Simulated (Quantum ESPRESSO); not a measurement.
# MnNbP: parallel and opposed starts, part 2 of 2

A self-consistent run ends on one state, which hangs on the start. Several orders of MnNbP are started in Quantum ESPRESSO and their energies compared.

Quantum ESPRESSO 7.5; PBEsol; plane waves with GBRV 1.5 PBEsol potentials, no spin-orbit coupling.

So far, largest spin moment in the atom's sphere (μB): step 2 (start 1: ferro ++++) 1.20.

## Step 3: Run 2, typed as antiferro +−−+

Contents of pw.in:

```
&CONTROL
  calculation = 'scf'
  prefix = 'pwscf'
  outdir = './tmp'
  pseudo_dir = './pseudo'
  disk_io = 'nowf'
/
&SYSTEM
  ibrav = 0
  celldm(1) = 8
  nat = 12
  ntyp = 4
  ecutwfc = 40
  ecutrho = 280
  nbnd = 83
  occupations = 'smearing'
  smearing = 'fd'
  degauss = 0.00734986
  nspin = 2
  starting_magnetization(1) = 0.2333
  starting_magnetization(2) = -0.2333
  starting_magnetization(3) = 0
  starting_magnetization(4) = 0
/
&ELECTRONS
  conv_thr = 2.4d-08
  electron_maxstep = 150
  mixing_beta = 0.3
/
ATOMIC_SPECIES
Mn1    54.9380 mn_pbesol_v1.5.uspp.F.UPF
Mn2    54.9380 mn_pbesol_v1.5.uspp.F.UPF
Nb     92.9064 nb_pbesol_v1.uspp.F.UPF
P      30.9738 p_pbesol_v1.5.uspp.F.UPF
CELL_PARAMETERS alat
   1.4603567275342    0.0000000000000    0.0000000000000
   0.0000000000000    0.8402903428914    0.0000000000000
   0.0000000000000    0.0000000000000    1.7051707469795
ATOMIC_POSITIONS crystal
Mn1     0.8581483400    0.7500000000    0.4415280000
Mn2     0.1418516600    0.2500000000    0.5584720000
Mn2     0.3581483400    0.7500000000    0.0584720000
Mn1     0.6418516600    0.2500000000    0.9415280000
Nb      0.5344228000    0.2500000000    0.3313595600
Nb      0.4655772000    0.7500000000    0.6686404400
Nb      0.0344228000    0.2500000000    0.1686404400
Nb      0.9655772000    0.7500000000    0.8313595600
P       0.2690831900    0.2500000000    0.8653017900
P       0.7309168100    0.7500000000    0.1346982100
P       0.7690831900    0.2500000000    0.6346982100
P       0.2309168100    0.7500000000    0.3653017900
K_POINTS automatic
4 8 4 0 0 0
```

Started as:

```
$ OMP_NUM_THREADS=1 mpirun -n 4 pw.x -nk 4 -in pw.in > pw.out
```

What it wrote:

```text
[banner, memory and clock lines left out]
Program PWSCF v.7.5 starts

     Message from routine setup:
     using ibrav=0 with symmetry is DISCOURAGED, use correct ibrav instead

     bravais-lattice index     =            0
     lattice parameter (alat)  =       8.0000  a.u.
     unit-cell volume          =    1071.3371 (a.u.)^3
     number of atoms/cell      =           12
     number of atomic types    =            4
     number of electrons       =       132.00
     number of Kohn-Sham states=           83
     kinetic-energy cutoff     =      40.0000  Ry
     charge density cutoff     =     280.0000  Ry
     scf convergence threshold =      2.4E-08
     mixing beta               =       0.3000
     number of iterations used =            8  plain     mixing
     Exchange-correlation= SLA  PW   PSX  PSC
                           (   1   4  10   8   0   0   0)

     celldm(1)=   8.000000  celldm(2)=   0.000000  celldm(3)=   0.000000
     celldm(4)=   0.000000  celldm(5)=   0.000000  celldm(6)=   0.000000

     crystal axes: (cart. coord. in units of alat)
               a(1) = (   1.460357   0.000000   0.000000 )
               a(2) = (   0.000000   0.840290   0.000000 )
               a(3) = (   0.000000   0.000000   1.705171 )

     reciprocal axes: (cart. coord. in units 2 pi/alat)
               b(1) = (  0.684764  0.000000  0.000000 )
               b(2) = (  0.000000  1.190065  0.000000 )
               b(3) = (  0.000000  0.000000  0.586452 )

     PseudoPot. # 1 for Mn read from file:
     mn_pbesol_v1.5.uspp.F.UPF
     Pseudo is Ultrasoft + core correction, Zval = 15.0

     PseudoPot. # 2 for Mn read from file:
     mn_pbesol_v1.5.uspp.F.UPF
     Pseudo is Ultrasoft + core correction, Zval = 15.0

     PseudoPot. # 3 for Nb read from file:
     nb_pbesol_v1.uspp.F.UPF
     Pseudo is Ultrasoft + core correction, Zval = 13.0

     PseudoPot. # 4 for P  read from file:
     p_pbesol_v1.5.uspp.F.UPF
     Pseudo is Ultrasoft + core correction, Zval =  5.0

     atomic species   valence    mass     pseudopotential
     Mn1              15.00    54.93800     Mn( 1.00)
     Mn2              15.00    54.93800     Mn( 1.00)
     Nb               13.00    92.90640     Nb( 1.00)
     P                 5.00    30.97380     P ( 1.00)

     Starting magnetic structure
     atomic species   magnetization
     Mn1             0.233
     Mn2            -0.233
     Nb              0.000
     P               0.000

      4 Sym. Ops. (no inversion) found ( 3 have fractional translation)

   Cartesian axes

     site n.     atom                  positions (alat units)
         1        Mn1    tau(   1) = (   1.2532027   0.6302178   0.7528806  )
         2        Mn2    tau(   2) = (   0.2071540   0.2100726   0.9522901  )
         3        Mn2    tau(   3) = (   0.5230243   0.6302178   0.0997047  )
         4        Mn1    tau(   4) = (   0.9373324   0.2100726   1.6054660  )
         5        Nb     tau(   5) = (   0.7804479   0.2100726   0.5650246  )
         6        Nb     tau(   6) = (   0.6799088   0.6302178   1.1401461  )
         7        Nb     tau(   7) = (   0.0502696   0.2100726   0.2875607  )
         8        Nb     tau(   8) = (   1.4100872   0.6302178   1.4176100  )
         9        P      tau(   9) = (   0.3929574   0.2100726   1.4754873  )
        10        P      tau(  10) = (   1.0673993   0.6302178   0.2296834  )
        11        P      tau(  11) = (   1.1231358   0.2100726   1.0822688  )
        12        P      tau(  12) = (   0.3372209   0.6302178   0.6229019  )

     number of k points=    45  Fermi-Dirac smearing, width (Ry)=  0.0073
                       cart. coord. in units 2pi/alat
        k(    1) = (   0.0000000   0.0000000   0.0000000), wk =   0.0078125
        k(    2) = (   0.0000000   0.0000000   0.1466129), wk =   0.0156250
        k(    3) = (   0.0000000   0.0000000  -0.2932258), wk =   0.0078125
        k(    4) = (   0.0000000   0.1487581   0.0000000), wk =   0.0156250
        k(    5) = (   0.0000000   0.1487581   0.1466129), wk =   0.0312500
        [... 40 further k-points ...]

     Dense  grid:    84733 G-vectors     FFT dimensions: (  64,  36,  80)

     Smooth grid:    36639 G-vectors     FFT dimensions: (  48,  30,  60)

     Check: negative core charge=   -0.000031
     Generating pointlists ...
     new r_m :   0.2267 (alat units)  1.8133 (a.u.) for type    1
     new r_m :   0.2267 (alat units)  1.8133 (a.u.) for type    2
     new r_m :   0.2514 (alat units)  2.0109 (a.u.) for type    3
     new r_m :   0.2267 (alat units)  1.8133 (a.u.) for type    4

     Initial potential from superposition of free atoms

     starting charge     129.9891, renormalised to     132.0000
     Starting wfcs are  120 randomized atomic wfcs

     Self-consistent Calculation

     iteration #  1     ecut=    40.00 Ry     beta= 0.30
     Davidson diagonalization with overlap
     ethr =  1.00E-02,  avg # of iterations =  2.0

     total energy              =   -1378.31524085 Ry
     estimated scf accuracy    <       3.07940803 Ry

     total magnetization       =    -0.00 Bohr mag/cell
     absolute magnetization    =     9.45 Bohr mag/cell

     iteration #  2     ecut=    40.00 Ry     beta= 0.30
     Davidson diagonalization with overlap
     ethr =  2.33E-03,  avg # of iterations =  2.1

     total energy              =   -1378.30354114 Ry
     estimated scf accuracy    <       2.08884282 Ry

     total magnetization       =     0.00 Bohr mag/cell
     absolute magnetization    =     9.86 Bohr mag/cell

     [... further iterations left out ...]

     iteration # 19     ecut=    40.00 Ry     beta= 0.30
     Davidson diagonalization with overlap
     ethr =  7.21E-11,  avg # of iterations =  3.4

     total energy              =   -1378.74778063 Ry
     estimated scf accuracy    <       0.00000003 Ry

     total magnetization       =    -0.00 Bohr mag/cell
     absolute magnetization    =     6.37 Bohr mag/cell

     iteration # 20     ecut=    40.00 Ry     beta= 0.30
     Davidson diagonalization with overlap
     ethr =  2.16E-11,  avg # of iterations =  5.1

     Magnetic moment per site  (integrated on atomic sphere of radius R)
     atom   1 (R=0.227)  charge= 13.0556  magn=  1.3269
     atom   2 (R=0.227)  charge= 13.0556  magn= -1.3293
     atom   3 (R=0.227)  charge= 13.0556  magn= -1.3293
     atom   4 (R=0.227)  charge= 13.0556  magn=  1.3269
     atom   5 (R=0.251)  charge= 10.1318  magn= -0.0087
     atom   6 (R=0.251)  charge= 10.1318  magn=  0.0088
     atom   7 (R=0.251)  charge= 10.1318  magn=  0.0088
     atom   8 (R=0.251)  charge= 10.1318  magn= -0.0087
     atom   9 (R=0.227)  charge=  2.9022  magn=  0.0076
     atom  10 (R=0.227)  charge=  2.9022  magn= -0.0076
     atom  11 (R=0.227)  charge=  2.9022  magn= -0.0076
     atom  12 (R=0.227)  charge=  2.9022  magn=  0.0076

     End of self-consistent calculation

     [... lines left out ...]
     the Fermi energy is    18.2334 ev

!    total energy              =   -1378.74778067 Ry
     estimated scf accuracy    <          9.3E-09 Ry
     smearing contrib. (-TS)   =      -0.02496826 Ry
     internal energy E=F+TS    =   -1378.72281240 Ry

     The total energy is F=E-TS. E is the sum of the following terms:
     one-electron contribution =    -478.71332400 Ry
     hartree contribution      =     317.35929231 Ry
     xc contribution           =    -203.18100998 Ry
     ewald contribution        =   -1014.18777073 Ry

     total magnetization       =    -0.00 Bohr mag/cell
     absolute magnetization    =     6.37 Bohr mag/cell

     convergence has been achieved in  20 iterations
```

Elapsed: 5.4 min, on 4 MPI ranks of Intel Xeon Platinum 8559C (Emerald Rapids), shared host; peak memory 1.3 GiB.

Spin moment in the atom's sphere by atom:

```csv
atom,spin moment in the atom's sphere (μB)
Mn1,1.33
Mn2,-1.33
Mn3,-1.33
Mn4,1.33
Nb5,-0.01
Nb6,0.01
Nb7,0.01
Nb8,-0.01
P9,0.01
P10,-0.01
P11,-0.01
P12,0.01
```

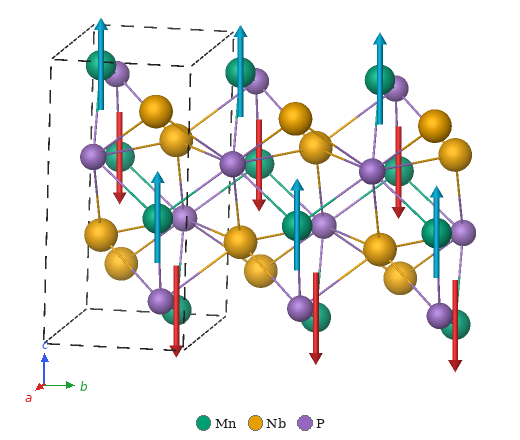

Spin moment in the atom's sphere as arrows, the longest 1.33 μB. Up and down stand for the sign. Arrows give size and sign along the axis of quantisation, drawn up and down the page. The two directions have two colours. 1×3×1 cells are drawn.

This step gave:

| Quantity | Value |
| --- | --- |
| smearing term TS | 0.3397 eV |
| magnetization | 0 μB |
| absolute magnetization | 6.37 μB |
| final state | antiferromagnetic |

## Step 4: Run 3, typed as antiferro +−+−

pw.in, as its differences from that of step 3:

```diff
@@ -41,4 +41,4 @@
 Mn2     0.1418516600    0.2500000000    0.5584720000
-Mn2     0.3581483400    0.7500000000    0.0584720000
-Mn1     0.6418516600    0.2500000000    0.9415280000
+Mn1     0.3581483400    0.7500000000    0.0584720000
+Mn2     0.6418516600    0.2500000000    0.9415280000
 Nb      0.5344228000    0.2500000000    0.3313595600
```

What it wrote:

```text
     [... lines left out ...]
Program PWSCF v.7.5 starts
     [... lines left out ...]
     number of atoms/cell      =           12
     [... lines left out ...]
     number of electrons       =       132.00
     number of Kohn-Sham states=           83
     kinetic-energy cutoff     =      40.0000  Ry
     charge density cutoff     =     280.0000  Ry
     scf convergence threshold =      2.4E-08
     [... lines left out ...]
      4 Sym. Ops. (no inversion) found ( 3 have fractional translation)
     [... lines left out ...]
     number of k points=    45  Fermi-Dirac smearing, width (Ry)=  0.0073
     [... lines left out ...]
     iteration # 21     ecut=    40.00 Ry     beta= 0.30
     [... lines left out ...]
     Magnetic moment per site  (integrated on atomic sphere of radius R)
     atom   1 (R=0.227)  charge= 13.0571  magn=  1.0203
     atom   2 (R=0.227)  charge= 13.0569  magn= -1.0255
     atom   3 (R=0.227)  charge= 13.0571  magn=  1.0203
     atom   4 (R=0.227)  charge= 13.0569  magn= -1.0255
     atom   5 (R=0.251)  charge= 10.1286  magn=  0.0071
     atom   6 (R=0.251)  charge= 10.1286  magn= -0.0070
     atom   7 (R=0.251)  charge= 10.1286  magn=  0.0071
     atom   8 (R=0.251)  charge= 10.1286  magn= -0.0070
     atom   9 (R=0.227)  charge=  2.9009  magn=  0.0027
     atom  10 (R=0.227)  charge=  2.9009  magn= -0.0026
     atom  11 (R=0.227)  charge=  2.9009  magn=  0.0027
     atom  12 (R=0.227)  charge=  2.9009  magn= -0.0026
     [... lines left out ...]
     the Fermi energy is    18.1790 ev
!    total energy              =   -1378.73980392 Ry
     estimated scf accuracy    <       0.00000001 Ry
     smearing contrib. (-TS)   =      -0.02907540 Ry
     [... lines left out ...]
     total magnetization       =    -0.01 Bohr mag/cell
     absolute magnetization    =     4.87 Bohr mag/cell
     convergence has been achieved in  21 iterations
```

Run time: 5.2 min. Hardware: 4 MPI ranks; peak memory 1.3 GiB; 21 min of CPU time.

Spin moment in the atom's sphere by atom:

```csv
atom,spin moment in the atom's sphere (μB)
Mn1,1.02
Mn2,-1.03
Mn3,1.02
Mn4,-1.03
Nb5,0.01
Nb6,-0.01
Nb7,0.01
Nb8,-0.01
P9,0.00
P10,0.00
P11,0.00
P12,0.00
```

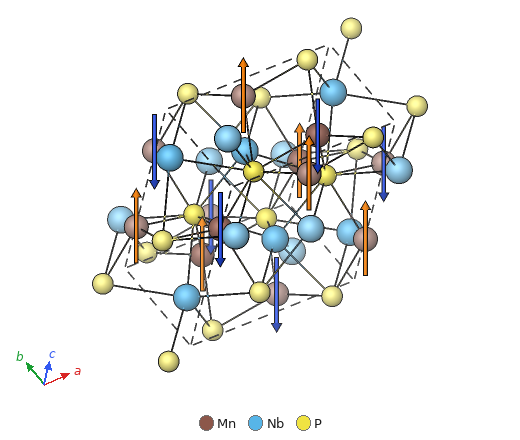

Spin moment in the atom's sphere as arrows, the longest 1.03 μB. Up and down stand for the sign. Arrows give size and sign along the axis of quantisation, drawn up and down the page. The two directions have two colours. Some periodic images of atoms are drawn too.

Numbers from this step:

| Item | Value |
| --- | --- |
| smearing term TS | 0.3956 eV |
| magnetization | -0.011 μB |
| absolute magnetization | 4.868 μB |
| final state | antiferromagnetic |

## Step 5: Ranking

An order is kept where moments of 0.15 μB or more survive with the typed signs; meshes match where a doubled cell samples the same k points as the first cell.

Orders:

```csv
start,final state,typed order kept,energy over the lowest (meV a seeded atom),largest site moment (μB),net moment (μB a cell of the first run),mesh matched,CPU time (s)
ferro ++++,ferromagnetic,yes,0,1.201,4.656,yes,1088
antiferro +--+,antiferromagnetic,yes,21.08,1.329,0.004497,yes,1288
antiferro +-+-,antiferromagnetic,yes,48.21,1.026,0.01054,yes,1236
```

## Step 6: What came out

| Property | Result |
| --- | --- |
| lowest state found | ferromagnetic (from ferro ++++) |
| largest site moment | 1.20 μB |
| next state with moments | antiferromagnetic, 21.1 meV a seeded atom higher |

**Reading.** The smearing terms TS of the orders run from 81 to 99 meV a seeded atom, so the differences would change at a smaller width: an order with a larger TS is lowered more by the smearing. Only these 3 starts were compared; other wavevectors, canted and longer-period orders were not. A computed site moment is spin alone and hangs on the region that is counted: the program's spheres do not touch and miss the tail of the moment. Measured moments hold any orbital part as well, and belong to the order of the sample, which need not be the order of this run. Energies are free energies at an electronic temperature of 1160 K, which lowers moments and differences where the moments are itinerant.

Computed beside measured:

| quantity | measured | in the sphere |
| --- | --- | --- |
| moment (Mn) (μB) | 1.2 | 1.20 (+0.1 %) |

Measured values from arxiv:2305.02028 (2023).

**Verdict.** The moment is off by +0.1 %. No cell relaxation is part of this session.

[Logs and program files are shortened in this print: banners, set-up blocks, solver, clock and traceback lines can be left out without a mark of their own.]

[Logs are printed without paths, hosts, clocks, repeated set-up lines and the standing remarks that a program may print on its own settings, such as how far it seeks lower states.]

[Hosts, paths, dates, database ids (printed as entryN), source tags and the programs' standing remarks are cut or masked in the printed files.]

[Where a cell is said to come from a database of computed structures, the database is the Materials Project.]
